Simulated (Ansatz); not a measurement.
# CH₅OSi₂ (charge +1): geometry relaxation

CH₅OSi₂, charge +1, computed with RKS B3LYP-D4/def2-SVP (Ansatz 0.2.0).

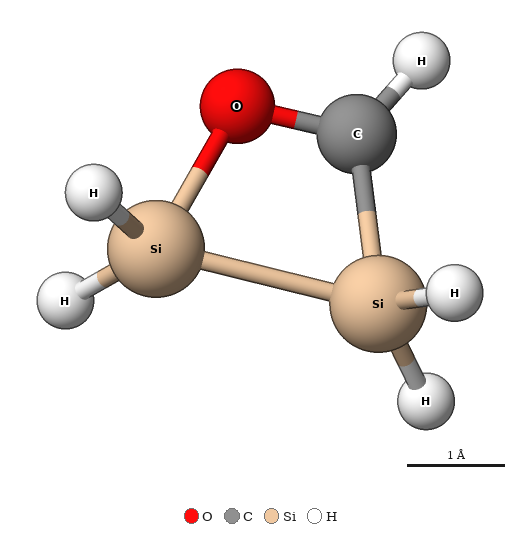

The structure as given in the input (ball-and-stick view, seen at a tilt).

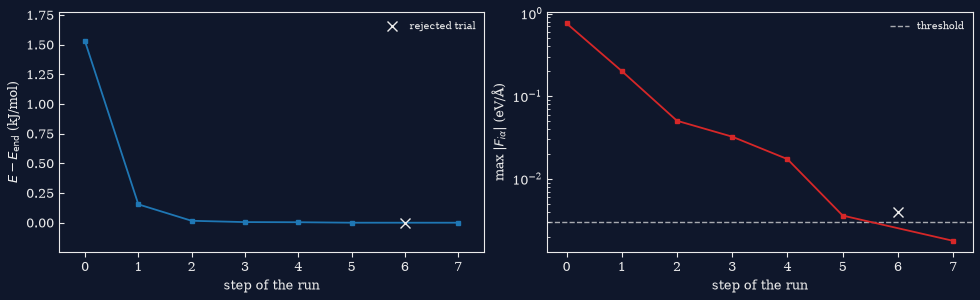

Progress of the relaxation, step by step (the first geometry is step 0 here and step 1 in the log).

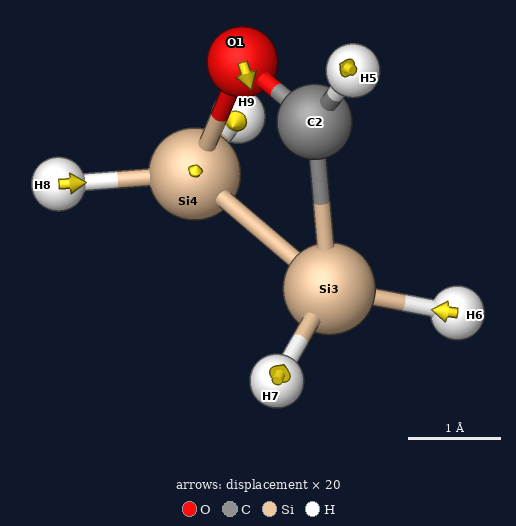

The starting structure with the displacements as yellow arrows, magnified 20 times (ball-and-stick view, seen at a tilt). The two geometries are laid on each other by the best rigid fit. Over 7 geometry steps the energy falls by 1.53 kJ/mol. Largest force component: 0.76 eV/Å at the start, 0.0018 eV/Å at the end. The line search rejected the trial step at point 6 (counted from 0) and went back. The atom that moves furthest after the best rigid fit is O1 (0.016 Å). By element the largest moves are O 0.016 Å, H 0.016 Å, Si 0.007 Å, C 0.002 Å. Among the contacts that change: O1–Si4 1.898 → 1.882 Å, Si3–H6 1.497 → 1.482 Å, Si4–H8 1.493 → 1.479 Å, O1–C2 1.267 → 1.257 Å. (Atoms are counted from 1 in the order of the input.)

The input and output of the run follow.

## Input
```yaml
crystal:
  periodic: [false, false, false]
  atoms:
    - { symbol: O, position_ang: [-0.724358, -1.249742, 0.215007] }
    - { symbol: C, position_ang: [-1.051492, -0.167944, 0.788644] }
    - { symbol: Si, position_ang: [0.194828, 1.229646, 0.200827] }
    - { symbol: Si, position_ang: [0.780112, -0.810519, -0.855572] }
    - { symbol: H, position_ang: [-1.931354, -0.224985, 1.472537] }
    - { symbol: H, position_ang: [-0.517625, 2.282366, -0.590152] }
    - { symbol: H, position_ang: [1.023835, 1.722604, 1.345893] }
    - { symbol: H, position_ang: [1.880064, -1.669652, -0.325127] }
    - { symbol: H, position_ang: [0.345992, -1.111794, -2.252048] }
total_charge: 1
basis:
  gaussian: { orbitals: def2-SVP }
hamiltonian:
  xc: { name: B3LYP }
  dispersion: d4
output:
  forces: true
relax:
  f_tol: 0.003
  max_steps: 120
```

Launched with:
```bash
ansatz run input.yaml --threads 1 --pin off --max-ram 2560MiB --backend cpu --events-out ev --progress --plain --runs-dir out
```

## Output
```
The last accepted step is kept in [file] (removed where the run ends without a failure and the disk answers)
Engine: ansatz 0.2.0, aarch64-unknown-linux-gnu
Functional definition: B3LYP
  parameter a0 = 0.2
  parameter ax = 0.72
  parameter ac = 0.81
  exchange = (1 - a0 - ax)*slater_x + ax*b88_x + a0*exact_x
  correlation = (1 - ac)*vwn_rpa_c + ac*lyp_c
927 factors; integrals over basis functions are off by at most 3.3e-4 eV
mean field evaluation 1: about -18897.8969 eV, gradient 6.2e1 eV
mean field evaluation 2: about -18867.2914 eV, gradient 1.3e2 eV
mean field evaluation 4: about -18905.6222 eV, gradient 1.2e1 eV
mean field evaluation 8: about -18905.9669 eV, gradient 6.3e-2 eV
mean field -18905.96693249 eV, -694.7814698442 hartree, gradient 1.0e-5 eV, S^2 0.000000; 0 other end points of the search recorded, 0 dependent functions left out
the calculation of the forces begins
reference -18905.96717897 eV, -694.7814789025 hartree; 23, 23 occupied and 66, 66 virtual orbitals, 927 factors
relax step   1: F+E_penalty+E_count = -18906.25084841 eV  Δ(F+E_penalty+E_count) = +0.000e0 eV  max|allowed force component| = 7.622e-1 eV/Å  Δτ_max = 0.0000 Å  (25 SCF iters, accepted)
these checks for a lower state are left out or cut short: starts, cluster_reference, orbital_swaps, neighbouring_geometries, increment
927 factors; integrals over basis functions are off by at most 3.3e-4 eV
mean field evaluation 16: about -18905.9696 eV, gradient 1.1e0 eV
mean field -18905.98073062 eV, -694.7819769162 hartree, gradient 4.2e-5 eV, S^2 0.000000; 0 other end points of the search recorded, 0 dependent functions left out
the calculation of the forces begins
reference -18905.98097658 eV, -694.7819859553 hartree; 23, 23 occupied and 66, 66 virtual orbitals, 927 factors
relax step   2: F+E_penalty+E_count = -18906.26507788 eV  Δ(F+E_penalty+E_count) = -1.423e-2 eV  max|allowed force component| = 2.018e-1 eV/Å  Δτ_max = 0.0141 Å  (26 SCF iters, accepted)
these checks for a lower state are left out or cut short: starts, cluster_reference, orbital_swaps, neighbouring_geometries, increment
927 factors; integrals over basis functions are off by at most 3.4e-4 eV
mean field -18905.98203026 eV, -694.7820246773 hartree, gradient 2.7e-5 eV, S^2 0.000000; 0 other end points of the search recorded, 0 dependent functions left out
the calculation of the forces begins
reference -18905.98227604 eV, -694.7820337095 hartree; 23, 23 occupied and 66, 66 virtual orbitals, 927 factors
relax step   3: F+E_penalty+E_count = -18906.26651422 eV  Δ(F+E_penalty+E_count) = -1.436e-3 eV  max|allowed force component| = 5.051e-2 eV/Å  Δτ_max = 0.0074 Å  (24 SCF iters, accepted)
these checks for a lower state are left out or cut short: starts, cluster_reference, orbital_swaps, neighbouring_geometries, increment
927 factors; integrals over basis functions are off by at most 3.4e-4 eV
mean field evaluation 32: about -18905.9821 eV, gradient 1.6e-5 eV
mean field -18905.98213187 eV, -694.7820284112 hartree, gradient 1.6e-5 eV, S^2 0.000000; 0 other end points of the search recorded, 0 dependent functions left out
the calculation of the forces begins
reference -18905.98237763 eV, -694.7820374429 hartree; 23, 23 occupied and 66, 66 virtual orbitals, 927 factors
relax step   4: F+E_penalty+E_count = -18906.26662790 eV  Δ(F+E_penalty+E_count) = -1.137e-4 eV  max|allowed force component| = 3.242e-2 eV/Å  Δτ_max = 0.0022 Å  (24 SCF iters, accepted)
these checks for a lower state are left out or cut short: starts, cluster_reference, orbital_swaps, neighbouring_geometries, increment
927 factors; integrals over basis functions are off by at most 3.4e-4 eV
mean field -18905.98214362 eV, -694.7820288430 hartree, gradient 1.0e-5 eV, S^2 0.000000; 0 other end points of the search recorded, 0 dependent functions left out
the calculation of the forces begins
reference -18905.98238938 eV, -694.7820378746 hartree; 23, 23 occupied and 66, 66 virtual orbitals, 927 factors
relax step   5: F+E_penalty+E_count = -18906.26664013 eV  Δ(F+E_penalty+E_count) = -1.223e-5 eV  max|allowed force component| = 1.735e-2 eV/Å  Δτ_max = 0.0033 Å  (24 SCF iters, accepted)
these checks for a lower state are left out or cut short: starts, cluster_reference, orbital_swaps, neighbouring_geometries, increment
927 factors; integrals over basis functions are off by at most 3.4e-4 eV
mean field -18905.98219330 eV, -694.7820306689 hartree, gradient 8.4e-5 eV, S^2 0.000000; 0 other end points of the search recorded, 0 dependent functions left out
the calculation of the forces begins
reference -18905.98243907 eV, -694.7820397007 hartree; 23, 23 occupied and 66, 66 virtual orbitals, 927 factors
relax step   6: F+E_penalty+E_count = -18906.26668107 eV  Δ(F+E_penalty+E_count) = -4.094e-5 eV  max|allowed force component| = 3.604e-3 eV/Å  Δτ_max = 0.0015 Å  (20 SCF iters, accepted)
these checks for a lower state are left out or cut short: starts, cluster_reference, orbital_swaps, neighbouring_geometries, increment
927 factors; integrals over basis functions are off by at most 3.4e-4 eV
mean field -18905.98219373 eV, -694.7820306846 hartree, gradient 1.6e-5 eV, S^2 0.000000; 0 other end points of the search recorded, 0 dependent functions left out
the calculation of the forces begins
reference -18905.98243949 eV, -694.7820397160 hartree; 23, 23 occupied and 66, 66 virtual orbitals, 927 factors
relax step   7: F+E_penalty+E_count = -18906.26668104 eV  Δ(F+E_penalty+E_count) = +3.400e-8 eV  max|allowed force component| = 3.932e-3 eV/Å  Δτ_max = 0.0007 Å  (19 SCF iters, rejected (line search))
these checks for a lower state are left out or cut short: starts, cluster_reference, orbital_swaps, neighbouring_geometries, increment
927 factors; integrals over basis functions are off by at most 3.4e-4 eV
mean field -18905.98219550 eV, -694.7820307495 hartree, gradient 1.3e-5 eV, S^2 0.000000; 0 other end points of the search recorded, 0 dependent functions left out
the calculation of the forces begins
reference -18905.98244126 eV, -694.7820397812 hartree; 23, 23 occupied and 66, 66 virtual orbitals, 927 factors
relax step   8: F+E_penalty+E_count = -18906.26668151 eV  Δ(F+E_penalty+E_count) = -4.311e-7 eV  max|allowed force component| = 1.783e-3 eV/Å  Δτ_max = 0.0003 Å  (19 SCF iters, accepted)
927 factors; integrals over basis functions are off by at most 3.4e-4 eV
mean field evaluation 64: about -18905.9822 eV, gradient 4.4e-4 eV
mean field -18905.98219550 eV, -694.7820307495 hartree, gradient 1.3e-5 eV, S^2 0.000000; 1 other end points of the search recorded, 0 dependent functions left out
the calculation of the forces begins
reference -18905.98244126 eV, -694.7820397812 hartree; 23, 23 occupied and 66, 66 virtual orbitals, 927 factors
Total energy: -18906.26692727 eV, -694.7924944492 hartree
Atom 0 at    -0.717594    -1.234809     0.214032 Å, force    -0.000011     0.000286     0.000084 eV/Å
Atom 1 at    -1.052984    -0.168939     0.789531 Å, force     0.001201    -0.000154    -0.001783 eV/Å
Atom 2 at     0.196642     1.229753     0.199216 Å, force    -0.000502     0.000135     0.001053 eV/Å
Atom 3 at     0.774702    -0.813278    -0.852072 Å, force    -0.000261     0.000324    -0.000061 eV/Å
Atom 4 at    -1.926318    -0.233655     1.466098 Å, force    -0.000481    -0.000276     0.000546 eV/Å
Atom 5 at    -0.508904     2.271734    -0.584120 Å, force     0.000236    -0.000114    -0.000181 eV/Å
Atom 6 at     1.017655     1.716968     1.333088 Å, force     0.000203     0.000149    -0.000076 eV/Å
Atom 7 at     1.867989    -1.660141    -0.328610 Å, force    -0.000040     0.000001     0.000128 eV/Å
Atom 8 at     0.348815    -1.107653    -2.237155 Å, force    -0.000345    -0.000352     0.000290 eV/Å
Dipole moment:     0.011884     0.240852     0.060220 e Å
```

## Trajectory as extended XYZ (Å, eV, eV/Å), 8 frames, from step=1 to step=8
```
9
Properties=species:S:1:pos:R:3:forces:R:3 step=1 energy=-18906.25085
O    -0.7244   -1.2497    0.2150    0.0191   0.7622   0.2055
C    -1.0515   -0.1679    0.7886   -0.1548  -0.6305  -0.0596
Si    0.1948    1.2296    0.2008    0.0454   0.2156   0.0260
Si    0.7801   -0.8105   -0.8556   -0.0255  -0.2877  -0.0630
H    -1.9314   -0.2250    1.4725    0.2350   0.0049  -0.1855
H    -0.5176    2.2824   -0.5902    0.1231  -0.1933   0.1426
H     1.0238    1.7226    1.3459   -0.1519  -0.0937  -0.2026
H     1.8801   -1.6697   -0.3251   -0.1808   0.1606  -0.1020
H     0.3460   -1.1118   -2.2520    0.0903   0.0619   0.2384
9
Properties=species:S:1:pos:R:3:forces:R:3 step=2 energy=-18906.26508
O    -0.7231   -1.2372    0.2177    0.0545   0.1925   0.0120
C    -1.0542   -0.1659    0.7912   -0.0364  -0.2018  -0.0278
Si    0.1957    1.2266    0.1992    0.0118   0.0925   0.0167
Si    0.7782   -0.8125   -0.8546   -0.0618  -0.0832   0.0250
H    -1.9290   -0.2271    1.4702    0.0634   0.0092  -0.0485
H    -0.5123    2.2701   -0.5861    0.0345  -0.0392   0.0312
H     1.0181    1.7142    1.3361   -0.0305  -0.0158  -0.0501
H     1.8746   -1.6610   -0.3306   -0.0499   0.0347  -0.0196
H     0.3520   -1.1073   -2.2431    0.0144   0.0112   0.0611
9
Properties=species:S:1:pos:R:3:forces:R:3 step=3 energy=-18906.26651
O    -0.7198   -1.2358    0.2153    0.0505   0.0131  -0.0337
C    -1.0527   -0.1691    0.7898   -0.0278  -0.0118   0.0098
Si    0.1951    1.2288    0.2003    0.0199   0.0080  -0.0104
Si    0.7763   -0.8121   -0.8530   -0.0392  -0.0117   0.0277
H    -1.9262   -0.2325    1.4660   -0.0054   0.0047   0.0090
H    -0.5080    2.2709   -0.5842   -0.0072   0.0030  -0.0030
H     1.0178    1.7167    1.3321    0.0025   0.0004   0.0074
H     1.8683   -1.6596   -0.3292    0.0079  -0.0046   0.0025
H     0.3493   -1.1074   -2.2371   -0.0014  -0.0011  -0.0092
9
Properties=species:S:1:pos:R:3:forces:R:3 step=4 energy=-18906.26663
O    -0.7179   -1.2350    0.2146    0.0115  -0.0057  -0.0221
C    -1.0539   -0.1685    0.7880    0.0048  -0.0010   0.0324
Si    0.1959    1.2295    0.1997    0.0030   0.0055  -0.0144
Si    0.7754   -0.8127   -0.8524   -0.0117  -0.0035   0.0093
H    -1.9252   -0.2333    1.4669   -0.0096   0.0024  -0.0053
H    -0.5087    2.2714   -0.5842   -0.0003   0.0039  -0.0021
H     1.0175    1.7164    1.3330   -0.0003  -0.0001   0.0050
H     1.8680   -1.6600   -0.3286    0.0029  -0.0011   0.0005
H     0.3489   -1.1078   -2.2370   -0.0003  -0.0003  -0.0033
9
Properties=species:S:1:pos:R:3:forces:R:3 step=5 energy=-18906.26664
O    -0.7170   -1.2342    0.2131   -0.0099  -0.0155   0.0137
C    -1.0518   -0.1693    0.7904   -0.0146   0.0174  -0.0146
Si    0.1971    1.2300    0.1995    0.0033  -0.0028   0.0063
Si    0.7744   -0.8134   -0.8519    0.0127   0.0026  -0.0107
H    -1.9269   -0.2333    1.4649    0.0085  -0.0060   0.0035
H    -0.5095    2.2713   -0.5841    0.0007  -0.0012   0.0024
H     1.0177    1.7172    1.3338    0.0007   0.0020  -0.0035
H     1.8681   -1.6602   -0.3287   -0.0033   0.0020  -0.0012
H     0.3480   -1.1081   -2.2370    0.0019   0.0015   0.0041
9
Properties=species:S:1:pos:R:3:forces:R:3 step=6 energy=-18906.26668
O    -0.7175   -1.2348    0.2139    0.0003  -0.0029  -0.0009
C    -1.0529   -0.1690    0.7894   -0.0023   0.0036   0.0028
Si    0.1966    1.2298    0.1994    0.0010   0.0000  -0.0013
Si    0.7748   -0.8132   -0.8521    0.0001  -0.0005  -0.0004
H    -1.9263   -0.2334    1.4660    0.0006  -0.0014  -0.0008
H    -0.5090    2.2716   -0.5841    0.0004   0.0001   0.0003
H     1.0176    1.7170    1.3333   -0.0001   0.0002  -0.0001
H     1.8681   -1.6602   -0.3287   -0.0005   0.0005  -0.0002
H     0.3486   -1.1079   -2.2371    0.0005   0.0004   0.0006
9
Properties=species:S:1:pos:R:3:forces:R:3 step=7 energy=-18906.26668 accepted=F
O    -0.7175   -1.2347    0.2140   -0.0004   0.0006   0.0005
C    -1.0530   -0.1689    0.7895   -0.0010  -0.0039  -0.0004
Si    0.1966    1.2298    0.1994    0.0010   0.0009  -0.0004
Si    0.7747   -0.8131   -0.8520   -0.0001  -0.0002  -0.0002
H    -1.9264   -0.2341    1.4660    0.0007   0.0021   0.0000
H    -0.5087    2.2717   -0.5843   -0.0003   0.0001   0.0004
H     1.0178    1.7171    1.3331   -0.0003   0.0001   0.0001
H     1.8679   -1.6601   -0.3286    0.0002   0.0002  -0.0001
H     0.3486   -1.1077   -2.2370    0.0002   0.0001   0.0000
9
Properties=species:S:1:pos:R:3:forces:R:3 step=8 energy=-18906.26668
O    -0.7176   -1.2348    0.2140    0.0000   0.0003   0.0001
C    -1.0530   -0.1689    0.7895    0.0012  -0.0002  -0.0018
Si    0.1966    1.2298    0.1992   -0.0005   0.0001   0.0011
Si    0.7747   -0.8133   -0.8521   -0.0003   0.0003  -0.0001
H    -1.9263   -0.2337    1.4661   -0.0005  -0.0003   0.0005
H    -0.5089    2.2717   -0.5841    0.0002  -0.0001  -0.0002
H     1.0177    1.7170    1.3331    0.0002   0.0001  -0.0001
H     1.8680   -1.6601   -0.3286    0.0000   0.0000   0.0001
H     0.3488   -1.1077   -2.2372   -0.0003  -0.0004   0.0003
```

## Results in brief

| quantity | value |
| --- | --- |
| outcome | converged |
| total energy | −18906.2669 eV |
| mean-field energy | −18905.9824 eV |
| largest force (length of the vector) at the end | 0.002 eV/Å |
| hardware | 1 thread of Arm Neoverse V1, 24 GiB of memory available, shared host |
| wall time | 32 s |
| peak memory | 0.17 GiB |
